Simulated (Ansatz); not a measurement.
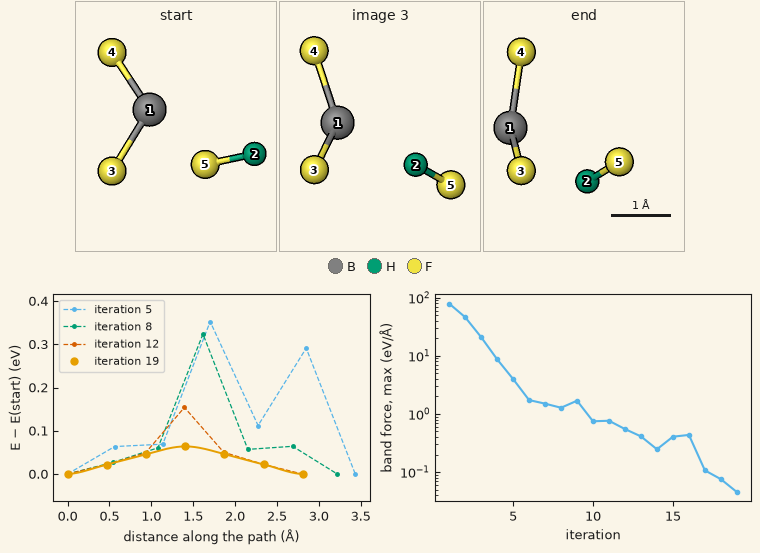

A search for the minimum-energy path of BHF3 (multiplicity 2), made up at the start of BF2 and HF by the nudged elastic band. Images are numbered from 0 (start) to 6 (end). The plot follows the band through its iterations. A ball-and-stick model, seen from a free direction.

All numbers below come from UKS PBE0/6-31G* (Ansatz 0.2.0). Set-up: 5 movable images; climbing image; force threshold 0.05 eV/Å; iteration limit 60; starting path through a guess of the saddle point.

### Did the band converge, and can the barrier be trusted?

The run is converged, with reservations. The band converged in 19 iterations. The largest component of the band force went from 79 to 0.045 eV/Å. The climbing image converged on the top of the path. Its vibrational analysis gives 2 imaginary modes over 30i cm⁻¹, so it isn't confirmed as a transition state. The first iteration put the highest image at 9.821 eV. The barrier is about 0.064 eV in both directions, with image 3 at the top; the ends have the same energy.

Limits of the set-up: the start holds two separate molecules, 2.3 Å apart at their closest, whose relative position is a soft coordinate and is computed without a dispersion correction.
